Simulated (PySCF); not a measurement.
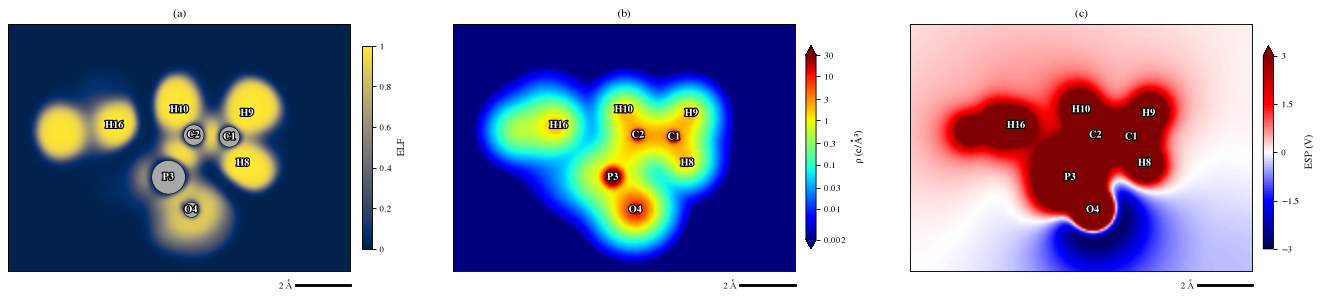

*C$_{5}$H$_{9}$OP. (a) electron localisation function; (b) electron density; (c) electrostatic potential on the plane of atoms C2, C1 and H8. Grey discs cover the atomic cores in the ELF map.*

Geometry: GFN2-xTB.

The calculation used wB97X-D/def2-SVPD, SCF density, gas phase (PySCF).

Input

```
{"job": {"kind": "uv", "xc": "wB97X-D", "basis": "def2-SVPD", "nstates": 8, "ntriplets": 3}, "charge": 0, "multiplicity": 1}
C      2.675582     0.647210     0.772685
C      1.435727     0.720385     0.320049
P      0.847572    -0.606594    -0.764419
O      1.858303    -1.619665    -1.069970
C     -0.630970    -1.312316     0.001041
C     -1.808087    -0.726281     0.172507
C     -2.145403     0.664588    -0.229609
H      3.300179    -0.181548     0.476721
H      3.110013     1.384795     1.428409
H      0.762306     1.521558     0.583606
H      0.390859     0.077791    -1.893460
H     -0.454444    -2.332064     0.322764
H     -2.612540    -1.281317     0.642496
H     -2.434832     1.244362     0.647231
H     -2.997596     0.659068    -0.909493
H     -1.304269     1.148971    -0.716729
```

Command:

```sh
OMP_NUM_THREADS=1 python probes_run.py task.json out
```

**What does the map show?**

The section cuts through C, P, O and H sites.
C–C (1.32 Å): ρ at the midpoint is about 2.3 e/Å³; the ELF peaks at about 0.95 between the atoms: a multiple bond.
P–O (1.46 Å): the density is about 1.9 e/Å³ at the midpoint; the ELF peaks at about 0.85 between the atoms (a short, strongly polar bond).
C–P (1.81 Å): ρ is about 1.2 e/Å³ halfway; the ELF peaks at about 0.95 between the atoms; a shared electron pair.
C–H (1.08 Å): the density is about 2 e/Å³ at the midpoint; the ELF climbs to about 1 towards the hydrogen, as it does in any bond to H: a covalent bond by its length.
The ELF also peaks beside O4, away from the bonds: lone-pair regions.
Outside the dense part of the molecule the potential is most negative (−2.8 V) near O4.
